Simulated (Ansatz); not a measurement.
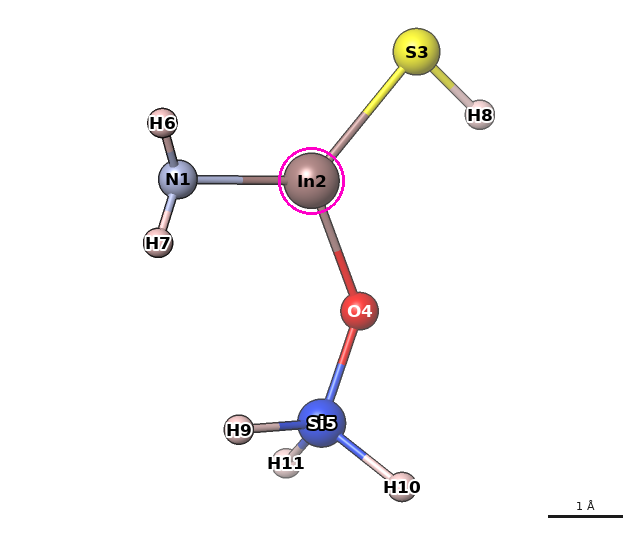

Orthographic view. Atoms fade into the background with distance from the viewer. Computed geometry: PBE0-D4/def2-TZVP optimisation. No frequency run is at hand to confirm it as a minimum.

### Which atoms are bonded to the circled atom?

The circled atom is In2; it is bonded to N1, S3, O4.

### Of Si5 and H9, which is nearer the viewer?

H9; the bond to Si5 points away from the viewer, so it looks shorter than its 1.50 Å.

### What is the shortest path along bonds from the circled atom to H9?

In2–O4–Si5–H9, 3 bonds; through space the two are 3.59 Å apart.

### Which atom is farthest from the viewer?

H11, 1.7 Å behind the mean position.
